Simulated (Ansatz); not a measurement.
SiH$_{3}$S$_{2}$: several calculations on one system

## 1. Relaxation

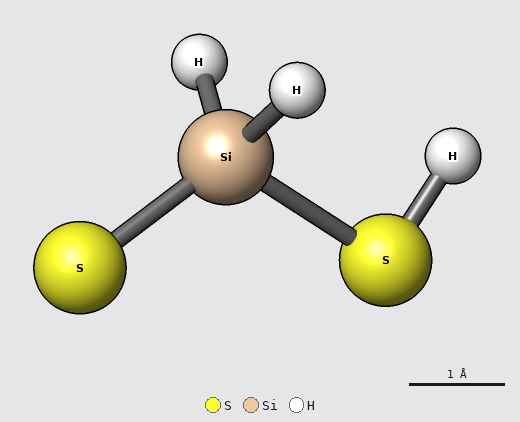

This is the input geometry for a relaxation of SiH₃S₂ (charge −1). Style: ball-and-stick. Shown at a tilt.

The run prepares an end point of a later path (torsion) calculation, from a guessed geometry.

These are results of RKS B3LYP/def2-SVP in Ansatz, not measurements.

The input:
```yaml
crystal:
  periodic: [false, false, false]
  atoms:
    - { symbol: S, position_ang: [-2.39584, 0.51355, -0.1925] }
    - { symbol: Si, position_ang: [-0.44008, 0.05986, -0.36497] }
    - { symbol: S, position_ang: [0.69478, 0.02924, 1.55413] }
    - { symbol: H, position_ang: [-0.1031, -1.28247, -0.86055] }
    - { symbol: H, position_ang: [0.40223, 0.99579, -1.1236] }
    - { symbol: H, position_ang: [1.84202, -0.31597, 0.98749] }
total_charge: -1
basis:
  gaussian: { orbitals: def2-SVP }
hamiltonian:
  xc: b3lyp
relax:
  f_tol: 0.015
  max_steps: 40
output:
  orbitals: {}
```

Run as
```bash
ansatz run input.yaml --threads 1 --pin off --max-ram 2048MiB --backend cpu --events-out ev --progress --plain --runs-dir out
```

**What does the optimiser find from here?**

The energy falls by 7.74 kJ/mol in 4 geometry steps. Largest force component: 0.78 eV/Å at the start, 0.013 eV/Å at the end. H4 moves most after the best rigid fit: 0.078 Å. Largest moves by element: H 0.078 Å, S 0.051 Å, Si 0.018 Å. Some distances before and after: Si2–H4 1.470 → 1.520 Å, S3–H6 1.325 → 1.358 Å, Si2–S3 2.230 → 2.260 Å, S1–Si2 2.015 → 2.027 Å. Among the angles between lasting bonds that change: H4–Si2–H5 106.0° → 101.4°, S3–Si2–H4 99.3° → 101.4°.

The structure at the end:

```xyz
6

S    -2.4189    0.5260   -0.1483
Si   -0.4561    0.0633   -0.3585
S     0.6823    0.0317    1.5936
H    -0.0970   -1.2954   -0.9375
H     0.4113    0.9855   -1.1994
H     1.8784   -0.3111    1.0501
```

The end point in the same view:

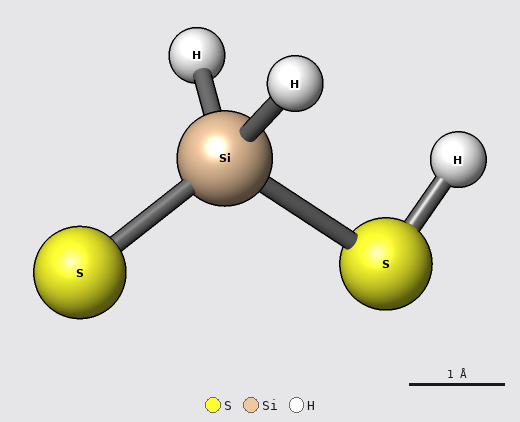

Limits of the set-up: the basis has no diffuse functions, which an anion needs.

## 2. Relaxation

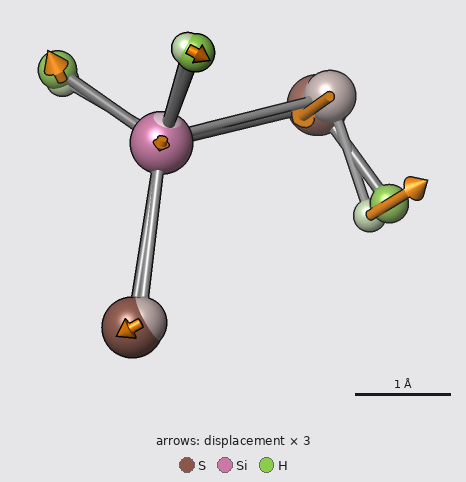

A relaxation of SiH₃S₂ (charge −1). The starting structure is drawn faded, the final one solid; orange arrows show the displacements, magnified 3 times. The two geometries are superimposed by the best rigid fit.

A ball-and-stick model, seen at a tilt.

The run prepares an end point of a later path (torsion) calculation, from a guessed geometry.

Theory: Ansatz, RKS B3LYP/def2-SVP. Settings: no spin polarisation; force threshold 0.015 eV/Å; at most 40 steps.

Question: What did the optimiser do to the structure, and how much energy did it gain?

Answer: The largest move after the best rigid fit is that of an H atom, 0.33 Å. Largest moves by element: H 0.33 Å, S 0.29 Å, Si 0.06 Å. Near-neighbour distances that change, for instance: H–Si 1.470 → 1.518 Å, S–Si 2.230 → 2.263 Å, H–S 1.325 → 1.353 Å, S–Si 2.015 → 2.032 Å. Bond angles that change, for instance: H–Si–H 106.0° → 101.9°, S–Si–H 99.3° → 102.4°, S–Si–H 117.2° → 119.5°. Groups turn about S–Si by about 30°. Over 17 accepted moves (22 points after the start) the energy falls by 0.080 eV. The largest force component goes from 0.85 to 0.011 eV/Å. The line search rejected the trial steps at points 3, 11, 13, 16, 19 of the run. The forces were under the threshold at step 5, but the run went on from there. Cost: 17 s on 1 thread of AMD EPYC 9R45 96-Core Processor (Zen 5), with other jobs on the host, peak memory 0.15 GiB.

Limits of the set-up: the basis has no diffuse functions, which an anion needs.

## 3. Path

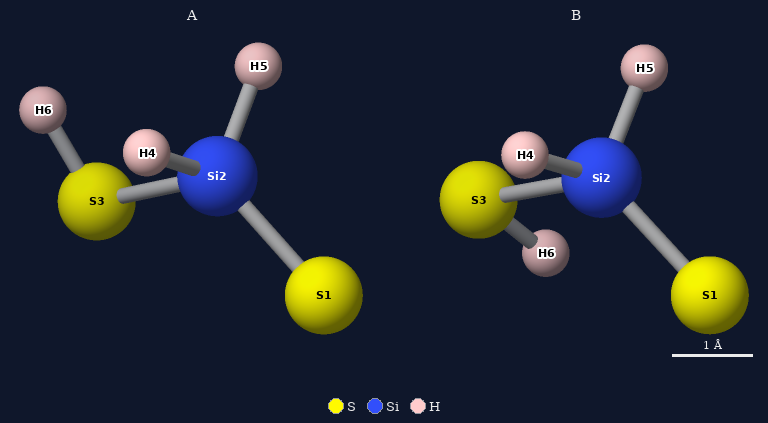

The two relaxed end points of a path for SiH3S2 (charge −1). The picture is a ball-and-stick view, seen from a free direction.

Level of theory: RKS B3LYP/def2-SVP (Ansatz 0.2.0).

Input file:
```yaml
crystal:
  periodic: [false, false, false]
  atoms:
    - { symbol: S, position_ang: [-2.418876, 0.526022, -0.147997] }
    - { symbol: Si, position_ang: [-0.456186, 0.063286, -0.358479] }
    - { symbol: S, position_ang: [0.682437, 0.031609, 1.593541] }
    - { symbol: H, position_ang: [-0.097041, -1.295376, -0.937496] }
    - { symbol: H, position_ang: [0.411112, 0.985589, -1.199431] }
    - { symbol: H, position_ang: [1.878563, -0.31113, 1.049862] }
total_charge: -1
basis:
  gaussian: { orbitals: def2-SVP }
hamiltonian:
  xc: b3lyp
neb:
  order_check: false
  images: 9
  f_tol: 0.05
  max_iterations: 60
  initial_path: idpp
  final_atoms:
    - { symbol: S, position_ang: [-2.06345874, 0.63438462, 0.28560355] }
    - { symbol: Si, position_ang: [-0.30901875, -0.04190917, -0.48436076] }
    - { symbol: S, position_ang: [1.31762721, -0.53735928, 1.00890074] }
    - { symbol: H, position_ang: [-0.2802602, -1.362635, -1.23230559] }
    - { symbol: H, position_ang: [0.40788035, 0.88123848, -1.45256954] }
    - { symbol: H, position_ang: [0.92723913, 0.42628034, 1.8747316] }
```

Command:
```bash
ansatz run input.yaml --threads 1 --pin off --max-ram 2048MiB --backend cpu --events-out ev --progress --plain --runs-dir out
```

Question: What barrier does the band find between them, and by what path?

Answer: The highest point, image 4, lies 3.3 kJ/mol above the start and 8.8 kJ/mol above the end; the end is at −5.5 kJ/mol relative to the start. The motion is a rotation about the Si2–S3 bond by about 150°. No bond forms or breaks between the ends. Among the angles between lasting bonds that change up to the highest image: S1–Si2–S3 113.7° → 117.5°, S3–Si2–H5 101.5° → 97.9°. The band converged in 6 iterations, with a climbing image at the top. At the top, the vibrational analysis gives one imaginary mode (171i cm⁻¹), as a transition state must have.

Energies of the converged images:

```tsv
image	path (Å)	E (kJ/mol)
0	0.00	0.0
1	0.25	0.4
2	0.50	1.5
3	0.74	2.7
4	0.99	3.3
5	1.25	2.7
6	1.51	0.8
7	1.77	-1.7
8	2.02	-3.8
9	2.28	-5.1
10	2.54	-5.5
```

The geometry at the top of the path:

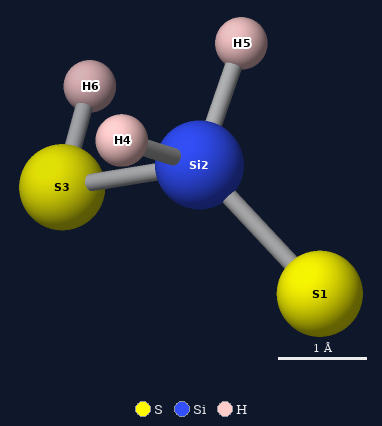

Limits of the set-up: the basis has no diffuse functions, which an anion needs.
